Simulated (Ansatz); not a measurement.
# CuSnI6, from a guessed structure to a relaxed one, part 2 of 2

This structure for CuSnI6 is made up. Its elements were placed in a known structure type with a cell scaled to their sizes. What cell does the guess relax to, and how far off was it?

Ansatz 0.2.0; DFT, PBE, plane-wave PAW, files of the set soft_1, scalar-relativistic, ferromagnetic start, cell and ions relaxed at zero pressure; PAW set soft_1 (the session's first sound run).

So far: The structure; Relaxing cell and atoms. The relaxed cell has a = 7.377, c = 19.234 Å (conventional setting).

## Step 3: Electronic structure of the relaxed cell

With the geometry fixed, one more self-consistent run, with a narrower smearing and the mesh shown in its input, gives the bands, and its pressure, and its forces where symmetry allows any, show how far the geometry depends on these settings.

This step: DFT, PBE, plane-wave PAW, files of the set soft_1, scalar-relativistic, no spin, bands and density of states at the relaxed cell; PAW set soft_1 (Ansatz 0.2.0).

input.yaml

```yaml
crystal:
  lattice:
    - [3.6887115761, 2.1296786214, 6.4113687193]
    - [-3.6887115761, 2.1296786214, 6.4113687193]
    - [0.0, -4.2593572428, 6.4113687193]
  atoms:
    - { symbol: I, position: [0.2579374245, 0.8884323019, 0.5940207378] }
    - { symbol: I, position: [0.8884323019, 0.5940207378, 0.2579374245] }
    - { symbol: I, position: [0.5940207378, 0.2579374245, 0.8884323019] }
    - { symbol: I, position: [0.7420625755, 0.1115676981, 0.4059792622] }
    - { symbol: I, position: [0.1115676981, 0.4059792622, 0.7420625755] }
    - { symbol: I, position: [0.4059792622, 0.7420625755, 0.1115676981] }
    - { symbol: Sn, position: [0.0, 0.0, 0.0] }
    - { symbol: Cu, position: [0.5, 0.5, 0.5] }
kpoints:
  mp_grid: { grid: [6, 6, 6] }
  band_path:
    path:
      - [[0.0, 0.0, 0.0], [0.5, 0.0, 0.0], [0.5, 0.24022559, -0.24022559]]
      - [[0.75977441, 0.5, 0.24022559], [0.5, 0.5, 0.5], [0.0, 0.0, 0.0], [0.3701128, 0.0, -0.3701128]]
      - [[0.6298872, 0.3701128, 0.0], [0.5, 0.5, 0.0], [0.6298872, 0.6298872, 0.24022559], [0.5, 0.5, 0.5]]
      - [[0.5, 0.0, 0.0], [0.75977441, 0.3701128, 0.3701128]]
    npoints: 8
scf:
  occupations: { method: fermi_dirac, width: 0.03 }
  n_extra_bands: 12
hamiltonian:
  xc: pbe
  pseudopotentials: { kind: paw, azcp: { folder: soft_1 } }
output:
  forces: true
  stress: true
  write_bands: true
  dos: { projected: true }
  write_density: true
  write_potential: true
  elf: true
  volumetric_format: npy
```

Launch:

```console
> ansatz run input.yaml --threads 4 --pin off --max-ram 10240MiB --backend cpu --events-out ev --progress --plain --runs-dir out
```

Numbers of over 12 decimals in the logs are rounded to 6 here.

The program printed:

```text
[...]
Crystal: 8 atoms, lattice volume = 302.197 Å³
Basis set: ecut = 420 eV, 5913 PW (Γ), exchange–correlation on 108×108×108 points (8 copies of the dense FFT grid, shifted against one another)
Bands: 80, of which v1, the nominal top of the filled ones, is band 68 counted from 1 (67 counted from 0)
Symmetry: 6 space group operations
[...]
k-points: 40 of 216
[...]
SCF iter   1: F=—  HF=-57731.068704 eV  |F-HF|=—  |Δ(HF+E_count)|=         —  Δρ=5.85e-2  dr2=1.09e1  ethr=3.10e-3  ⟨swp⟩=8.2  Hψ=13112  notcnv=0  defer=37
[...]
SCF iter  11: F=-57728.545766 eV  HF=-57728.545766 eV  |F-HF|=1.21e-9  |Δ(HF+E_count)|=   1.19e-8  Δρ=1.56e-6  dr2=8.82e-9  ethr=7.41e-11  ⟨swp⟩=19.1  Hψ=28443  notcnv=0
SCF 1 converged in 11 iterations: F = -57728.545766 eV  dr2 = 8.82e-9
[...]
NSCF: frozen V_eff on 76 k-points
SCF converged after 11 iterations
Free energy (F): -57728.545766 eV
[...]
Internal energy: -57728.512545 eV  (E = F + TS)
E sigma→0 (E₀):  -57728.529155 eV
Entropy (-TS):   -0.033221 eV (-4.153 meV/atom)
Fermi energy:    5.398448 eV
[...]
--- Forces (eV/Å), atoms counted from 1 ---
  atom   1  I      0.00728002     0.00464398    -0.00045336
  atom   2  I      0.00038179    -0.00862667    -0.00045336
  atom   3  I     -0.00766181     0.00398270    -0.00045336
  atom   4  I     -0.00728002    -0.00464398     0.00045336
  atom   5  I     -0.00038179     0.00862667     0.00045336
  atom   6  I      0.00766181    -0.00398270     0.00045336
  atom   7  Sn    -0.00000000     0.00000000     0.00000000
  atom   8  Cu     0.00000000     0.00000000     0.00000000
  max |Σ_I F_I| component: 7.81e-18 eV/Å
--- Stress (GPa, compression-positive) ---
       -0.010634       0.000000      -0.000000
       -0.000000      -0.010634       0.000000
       -0.000000       0.000000      -0.054333
  P = ⅓ Tr σ = -0.0252 GPa (-0.252 kbar)
--- Band table (eV; the first three rows and the last of 40) ---
  k-point 0: bands = [... 64 lower, 5.1494, 5.4244, 5.4244, 5.4681, 5.7995, 8.8497, 8.8647, 8.8647, ... 8 higher]
  k-point 1: bands = [... 64 lower, 5.1234, 5.3342, 5.4112, 5.4827, 5.9668, 8.6315, 8.9807, 9.0862, ... 8 higher]
  k-point 2: bands = [... 64 lower, 4.9854, 5.1972, 5.2720, 5.4921, 5.9351, 8.2425, 9.2726, 9.5268, ... 8 higher]
  k-point 39: bands = [... 64 lower, 5.0102, 5.0102, 5.2842, 5.2842, 5.8898, 8.3012, 9.7732, 9.7732, ... 8 higher]
```

It took 66 s on 4 threads of Arm Neoverse N1, shared host; peak memory 1.6 GiB; 4.3 min of CPU time.

This step gave:

| Quantity | Value |
| --- | --- |
| free energy | -57728.5458 eV |
| energy at zero smearing | -57728.5292 eV |
| smearing term TS | 0.03322 eV |
| Fermi energy | 5.398 eV |
| pressure | -0.02520 GPa |

bands.tsv at the labelled points (eV, zero at the Fermi level; the bands that come nearest the Fermi level along the path):

```
point  band 65  band 66  band 67  band 68  band 69  band 70  band 71  band 72
    Γ    -0.25     0.03     0.03     0.07     0.40     3.45     3.47     3.47
    L    -0.59    -0.29    -0.23     0.09     0.44     2.67     3.97     4.43
   B1    -0.46    -0.42    -0.17    -0.13     0.85     3.15     3.75     3.91
    B    -0.46    -0.42    -0.17    -0.13     0.85     3.15     3.75     3.91
    Z    -0.39    -0.39    -0.11    -0.11     0.49     2.90     4.37     4.37
    Γ    -0.25     0.03     0.03     0.07     0.40     3.45     3.47     3.47
    X    -0.42    -0.39    -0.16    -0.04     0.76     2.97     3.66     4.09
    Q    -0.42    -0.39    -0.16    -0.04     0.76     2.97     3.66     4.09
    F    -0.60    -0.35    -0.08     0.02     1.01     3.43     3.69     3.92
   P1    -0.60    -0.41    -0.17    -0.15     0.89     3.29     3.79     4.04
    Z    -0.39    -0.39    -0.11    -0.11     0.49     2.90     4.37     4.37
    L    -0.59    -0.29    -0.23     0.09     0.44     2.67     3.97     4.43
    P    -0.60    -0.41    -0.17    -0.15     0.89     3.29     3.79     4.04
```

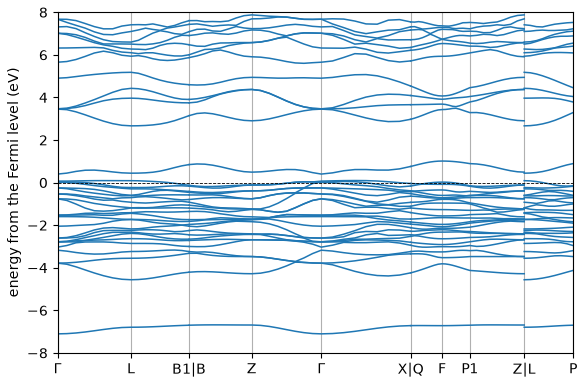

Bands along the path. 45 bands lie wholly below the window drawn.

Counts of states for the cell as run, both spins, by energy window (eV from the Fermi level): Near the top, bands beyond those computed are missing, so counts there can be too low.

```
from  to  total
  -8  -7   0.06
  -7  -6   1.94
  -6  -5   0.00
  -5  -4   1.90
  -4  -3   4.19
  -3  -2  11.75
  -2  -1  12.05
  -1   0  13.31
   0   1   2.81
   1   2   0.00
   2   3   0.69
   3   4   3.81
   4   5   3.16
   5   6   1.46
```

Below -8 eV lie 90.0 more states.

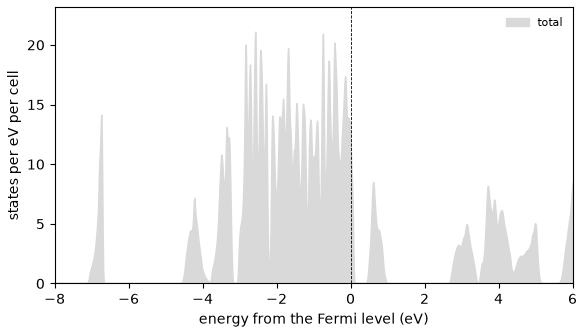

Total density of states, smoothed over about 0.04 eV.

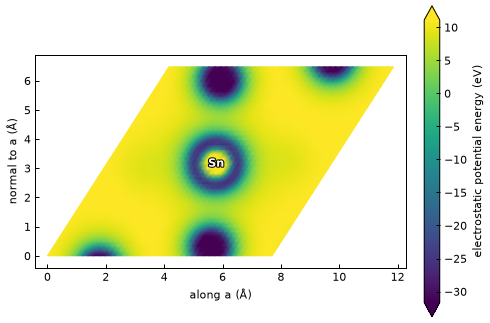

Electrostatic potential energy in the ac plane of the cell as run, not the conventional one, at fractional y = 0.000, with atoms of Sn within 0.2 Å of it. With pseudopotentials it is smooth inside the atoms' cores, unlike the true potential. The map starts off the cell's origin, so that atoms lie inside it.

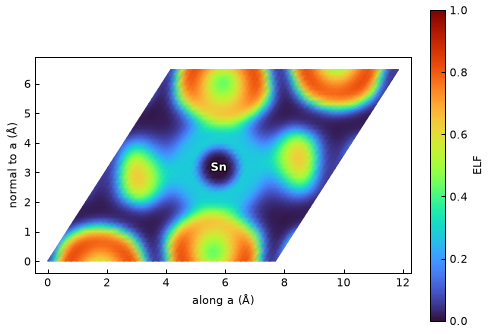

ELF in the ac plane of the cell as run, not the conventional one, at fractional y = 0.000, with atoms of Sn within 0.2 Å of it. It is the smooth field of the valence electrons, not physical close to the nuclei. The map starts off the cell's origin, so that atoms lie inside it.

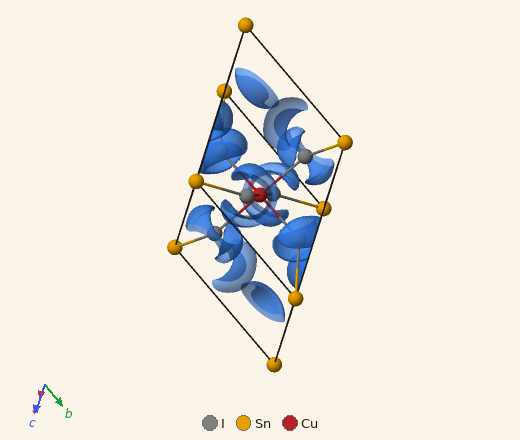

Surface of ELF = 0.74. Drawn on the cell as run, not the conventional one. Bonds to atoms that aren't drawn are left out.

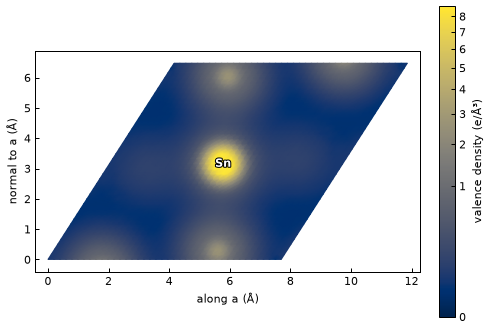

Valence density in the ac plane of the cell as run, not the conventional one, at fractional y = 0.000, with atoms of Sn within 0.2 Å of it. It is the smooth field of the valence electrons, not physical close to the nuclei. The map starts off the cell's origin, so that atoms lie inside it. The colour scale is stretched toward low values.

## Step 4: Outcome

* space group, relaxed: R-3
* conventional cell: a = 7.377, b = 7.377, c = 19.234 Å; α = 90.0°, β = 90.0°, γ = 120.0°
* volume per atom: 37.77 Å³ (guess 41.01)
* total moment: 0.00 μB in the cell of 8 atoms

In words: CuSnI6 relaxes to R-3 with a = 7.377, b = 7.377 and c = 19.234 Å. The guessed volume was 9 % too large. The space group R-3 was held in the relaxation, so the end point is a stationary structure within it and may be a saddle against distortions or other arrangements. The moments died out from this one start and weren't seeded again at the relaxed cell. Bands cross the Fermi level, so it is a metal or semimetal at this level. The electron count is odd, which forces that without spin polarisation or a larger cell. On the 6×6×6 mesh with the narrower smearing (relaxed on 5×5×5) the largest force component is 0.009 eV/Å and the largest stress component is 0.054 GPa, against the relaxation's thresholds of 0.015 eV/Å and 0.05 GPa. The cutoff wasn't tested. Spin-orbit coupling is left out, which can matter for elements this heavy. No dispersion term is used, so weakly bound directions may come out too long. Nothing here tests whether the compound is stable against decomposition.

[Logs are printed without paths, hosts, clocks, repeated set-up lines and the standing remarks that a program may print on its own settings, such as how far it seeks lower states.]

[Hosts, paths, dates, database ids (printed as entryN), source tags and the programs' standing remarks are cut or masked in the printed files.]
